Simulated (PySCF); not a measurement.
```xyz
17

C     3.0446   -0.1489    0.1986
C     1.7781    0.0145   -0.6023
O     1.7358    0.2563   -1.7800
O     0.7040   -0.1624    0.1695
C    -0.5936   -0.0794   -0.4400
C    -1.5650   -1.0953    0.0204
C    -2.5456   -0.0883    0.4982
C    -1.5225    1.0087    0.1440
H     3.4569   -1.1351   -0.0067
H     2.8345   -0.0612    1.2595
H     3.7707    0.5956   -0.1154
H    -0.4336   -0.0094   -1.5260
H    -1.4387   -2.1344    0.2457
H    -2.8192   -0.1608    1.5548
H    -3.4737   -0.0394   -0.0779
H    -1.8542    1.7611   -0.5667
H    -1.0855    1.4903    1.0144
```

Geometry: GFN2-xTB.

Level of theory: UKS B3LYP, pcH-1 on C H O, non-relativistic, mean-field spin-orbit, GIAO in PySCF.

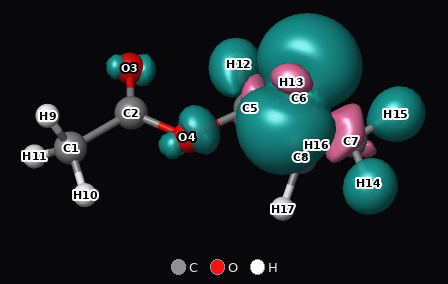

C$_{6}$H$_{9}$O$_{2}$ (doublet). Isosurfaces of the spin density at +0.015 (teal) and −0.015 e/Å³ (pink), seen from one side.

Question: Where is the unpaired spin?

Answer: The unpaired spin (1 electron) lies mostly on C6 (about 0.7), in electrons by Hirshfeld's partition.
